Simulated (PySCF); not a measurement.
# AlSiH4SClO (SMILES [SiH3][O][Al]([SH])[Cl]) at 5 levels

Wanted: a comparison of 5 runs (HF/STO-3G, HF/def2-SVP, TPSSh/3-21G, PBE0/def2-SVP, MP2/6-31G*) of AlSiH4SClO. The job is set up through a Python script.

Program for the calculation: PySCF 2.14.0.

## (1) The structure to begin with

The species is AlSiH4SClO (9 atoms), meant as a singlet with charge 0. SMILES: `[SiH3][O][Al]([SH])[Cl]`. Geometry: relaxed at PBE0-D4/def2-TZVP. This is one conformer, not always the lowest.

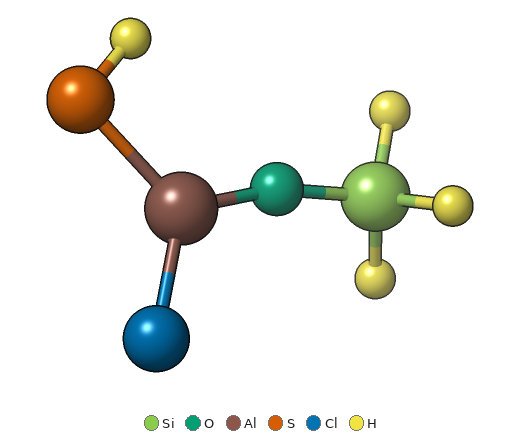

The structure, seen from a chosen angle (silicon green, oxygen teal, aluminium brown, sulfur orange, chlorine blue, hydrogen yellow).

## (2) Energy and gradient at HF/STO-3G (run 1)

The input, run.py:

```python
import pyscf.grad
from pyscf import gto

mol = gto.Mole()
mol.atom = [
    ('Si', (-1.749200, -0.032600, 0.068500)),
    ('O', (-0.122800, 0.037600, -0.000700)),
    ('Al', (1.474900, 0.512700, -0.068800)),
    ('S', (3.066900, -0.947500, -0.108100)),
    ('Cl', (1.979700, 2.531300, -0.117400)),
    ('H', (-2.344900, 0.812900, -0.998500)),
    ('H', (-2.188400, -1.438900, -0.123800)),
    ('H', (-2.220900, 0.447500, 1.393400)),
    ('H', (2.193200, -1.969300, -0.061700)),
]
mol.max_memory = 1860
mol.spin = 0
mol.basis = 'sto-3g'
mol.charge = 0
mol.verbose = 4
mol.build()

mf = mol.RHF()
mf.conv_tol = 1e-10
mf.kernel()
if not mf.converged:
    mf = mf.newton().run(mf.mo_coeff, mf.mo_occ)

energy = mf.e_tot
print('E(%s) = %.9f' % ('HF', energy))
grad = mf.Gradients().kernel()
mf.analyze()
```

The run is started by

```bash
$ OMP_NUM_THREADS=1 python run.py
```

Standard output:

```text
PySCF version 2.14.0

[... 78 lines left out ...]
Nuclear Repulsion Energy =             389.637117693955247
[... 8 lines left out ...]
MO #3   energy= -68.0174730227705  occ= 2
[... 6 lines left out ...]
MO #10  energy= -7.72309016844261  occ= 2
[... 6 lines left out ...]
MO #17  energy= -4.02074942558259  occ= 2
[... 6 lines left out ...]
MO #24  energy= -0.873526460734932 occ= 2
[... 6 lines left out ...]
MO #31  energy= -0.378894953852924 occ= 2
[... 6 lines left out ...]
MO #38  energy= 0.316611500387926  occ= 0
[... 6 lines left out ...]
MO #45  energy= 0.76141032727196   occ= 0
[... 57 lines left out ...]
Dipole moment(X, Y, Z, Debye): -2.10085, -2.47257,  0.11559
```

Run time: 7.5 s. Hardware: 1 thread of Intel Xeon at 2.50GHz (Skylake/Cascade Lake), shared host; peak memory 0.12 GiB.

## (3) Energy and gradient at HF/def2-SVP (run 2)

The input, job.py:

```python
# [SiH3][O][Al]([SH])[Cl]
from pyscf import gto

mol = gto.Mole()
mol.atom = '''
Si  -1.749200  -0.032600   0.068500
O   -0.122800   0.037600  -0.000700
Al   1.474900   0.512700  -0.068800
S    3.066900  -0.947500  -0.108100
Cl   1.979700   2.531300  -0.117400
H   -2.344900   0.812900  -0.998500
H   -2.188400  -1.438900  -0.123800
H   -2.220900   0.447500   1.393400
H    2.193200  -1.969300  -0.061700
'''
mol.basis = 'def2-svp'
mol.verbose = 4
mol.spin = 0
mol.max_memory = 1860
mol.build()

mf = mol.RHF()
mf.conv_tol = 1e-10
mf.kernel()
if not mf.converged:
    mf = mf.newton().run(mf.mo_coeff, mf.mo_occ)

e_tot = mf.e_tot
print('Final energy', e_tot)
grad = mf.nuc_grad_method().kernel()
mf.analyze()
```

The run is started by

```bash
$ OMP_NUM_THREADS=1 python job.py
```

Standard output:

```text
PySCF version 2.14.0

[... 66 lines left out ...]
Final energy -1464.8082431773319
[... 27 lines left out ...]
MO #8   energy= -8.02214775385319  occ= 2
[... 13 lines left out ...]
MO #22  energy= -1.30824250276374  occ= 2
[... 13 lines left out ...]
MO #36  energy= -0.394063554894301 occ= 2
[... 13 lines left out ...]
MO #50  energy= 0.47373572859802   occ= 0
[... 13 lines left out ...]
MO #64  energy= 0.782888873936198  occ= 0
[... 13 lines left out ...]
MO #78  energy= 1.1541963172236    occ= 0
[... 13 lines left out ...]
MO #92  energy= 1.82054280663326   occ= 0
[... 13 lines left out ...]
MO #106 energy= 3.58007540849808   occ= 0
[... 118 lines left out ...]
Dipole moment(X, Y, Z, Debye): -1.42150, -1.22466,  0.06515
```

It took 26 s on 1 thread of Intel Xeon at 2.50GHz (Skylake/Cascade Lake), shared host; peak memory 0.24 GiB.

Run 3 isn't shown in full; the table further down has it.

## (4) Energy and forces at PBE0/def2-SVP (run 4)

The input, run.py:

```python
import pyscf.grad
from pyscf import gto, dft

mol = gto.M(
    atom=[
    ('Si', (-1.749200, -0.032600, 0.068500)),
    ('O', (-0.122800, 0.037600, -0.000700)),
    ('Al', (1.474900, 0.512700, -0.068800)),
    ('S', (3.066900, -0.947500, -0.108100)),
    ('Cl', (1.979700, 2.531300, -0.117400)),
    ('H', (-2.344900, 0.812900, -0.998500)),
    ('H', (-2.188400, -1.438900, -0.123800)),
    ('H', (-2.220900, 0.447500, 1.393400)),
    ('H', (2.193200, -1.969300, -0.061700)),
],
    charge=0,
    max_memory=1860,
    basis='def2-svp',
    verbose=3,
    spin=0,
)

calc0 = dft.RKS(mol)
calc0.xc = 'pbe0'
calc0.conv_tol = 1e-10
calc0.grids.level = 5
calc0.kernel()
if not calc0.converged:
    calc0 = calc0.newton().run(calc0.mo_coeff, calc0.mo_occ)

energy = calc0.e_tot
print('Final energy', energy)
grad = calc0.Gradients().kernel()
calc0.analyze()
```

The run is started by

```bash
$ OMP_NUM_THREADS=1 python run.py
```

Standard output:

```text
converged SCF energy = -1467.04587002783
[... 11 lines left out ...]
MO #2   energy= -89.009726039004   occ= 2
[... 12 lines left out ...]
MO #15  energy= -4.23530718208148  occ= 2
[... 12 lines left out ...]
MO #28  energy= -0.417764948477876 occ= 2
[... 12 lines left out ...]
MO #41  energy= 0.0850196031630813 occ= 0
[... 12 lines left out ...]
MO #54  energy= 0.374425200020894  occ= 0
[... 12 lines left out ...]
MO #67  energy= 0.676200460323399  occ= 0
[... 12 lines left out ...]
MO #80  energy= 0.991042849046357  occ= 0
[... 12 lines left out ...]
MO #93  energy= 1.60455369672906   occ= 0
[... 12 lines left out ...]
MO #106 energy= 3.20335514055088   occ= 0
[... 10 lines left out ...]
Dipole moment(X, Y, Z, Debye): -1.20644, -1.24124,  0.05966
```

Wall time 91 s (1 thread of Intel Xeon at 2.50GHz (Skylake/Cascade Lake), shared host); peak memory 1.1 GiB.

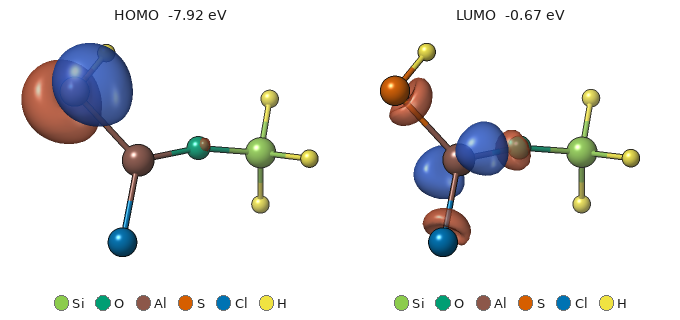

Frontier orbitals of this run, surfaces at ±0.2 Å^-3/2.

## (5) Energy and gradient at MP2/6-31G(d) (spherical functions) (run 5)

The input, calc.py:

```python
from pyscf import gto, mp

molecule = gto.M(
    atom=[
    ('Si', (-1.749200, -0.032600, 0.068500)),
    ('O', (-0.122800, 0.037600, -0.000700)),
    ('Al', (1.474900, 0.512700, -0.068800)),
    ('S', (3.066900, -0.947500, -0.108100)),
    ('Cl', (1.979700, 2.531300, -0.117400)),
    ('H', (-2.344900, 0.812900, -0.998500)),
    ('H', (-2.188400, -1.438900, -0.123800)),
    ('H', (-2.220900, 0.447500, 1.393400)),
    ('H', (2.193200, -1.969300, -0.061700)),
],
    charge=0,
    max_memory=1860,
    verbose=3,
    basis='6-31g*',
    spin=0,
)

myscf = molecule.RHF()
myscf.conv_tol = 1e-10
myscf.kernel()
if not myscf.converged:
    myscf = myscf.newton().run(myscf.mo_coeff, myscf.mo_occ)

pt = mp.MP2(myscf, frozen=21).run()
etot = pt.e_tot
print('Final energy', etot)
grad = pt.nuc_grad_method().kernel()
myscf.analyze()
```

The run is started by

```bash
$ OMP_NUM_THREADS=1 python calc.py
```

Standard output:

```text
converged SCF energy = -1465.22544037569
[... 17 lines left out ...]
MO #6   energy= -10.5507690760724  occ= 2
[... 10 lines left out ...]
MO #17  energy= -4.25806187077353  occ= 2
[... 10 lines left out ...]
MO #28  energy= -0.573737186084979 occ= 2
[... 10 lines left out ...]
MO #39  energy= 0.142277758015973  occ= 0
[... 10 lines left out ...]
MO #50  energy= 0.390312863674155  occ= 0
[... 10 lines left out ...]
MO #61  energy= 0.68744797690977   occ= 0
[... 10 lines left out ...]
MO #72  energy= 1.02324050061453   occ= 0
[... 10 lines left out ...]
MO #83  energy= 1.4249367716153    occ= 0
[... 10 lines left out ...]
MO #94  energy= 3.01781989859716   occ= 0
[... 10 lines left out ...]
Dipole moment(X, Y, Z, Debye): -1.72256, -1.35601,  0.08460
```

It took 84 s on 1 thread of Intel Xeon at 2.50GHz (Skylake/Cascade Lake), shared host; peak memory 0.66 GiB.

## (6) The series

```
run                             level  integration grid  frozen core orbitals   energy (Eh)  dipole moment (D) of the reference  HOMO energy (eV)  LUMO energy (eV)  wall time
  1                         HF/STO-3G                 –                     –  -1448.746483                                3.25             -7.43              8.25      7.5 s
  2                       HF/def2-SVP                 –                     –  -1464.808243                                1.88            -10.72              2.33       26 s
  3                       TPSSh/3-21G                 5                     –  -1460.709387                                3.11             -7.53             -1.33       63 s
  4                     PBE0/def2-SVP                 5                     –  -1467.045870                                1.73             -7.92             -0.67       91 s
  5  MP2/6-31G* (spherical functions)                 –                    21  -1465.770673                                2.19            -10.82              2.14       84 s
```

## (7) Summary of results

| quantity | value |
| --- | --- |
| run 5: total energy | -1465.77067 Eh |
| run 5: dipole moment (Hartree–Fock density) | 2.19 D |
| run 5: HOMO energy (Hartree–Fock orbitals) | -10.82 eV |
| run 5: LUMO energy (Hartree–Fock orbitals) | 2.14 eV |
| run 5: HOMO–LUMO gap (Hartree–Fock orbitals) | 12.97 eV |
| run 5: correlation energy (21 core orbitals frozen) | -545.2 mEh |
| run 5: largest force on an atom | 1.046 eV/Å |

**Reading.** Over runs 1, 2, 3, 4 the dipole moment (its size) runs from 1.73 D (PBE0/def2-SVP) to 3.25 D (HF/STO-3G). The two ends differ in method and basis. Over runs 1, 2, 3, 4 the HOMO–LUMO gap runs from 6.20 eV (TPSSh/3-21G) to 15.68 eV (HF/STO-3G). Totals of different functionals can't be ranked against each other. In run 1 the basis is minimal, so the values are rough. All runs together took 4.5 min, the longest 91 s.
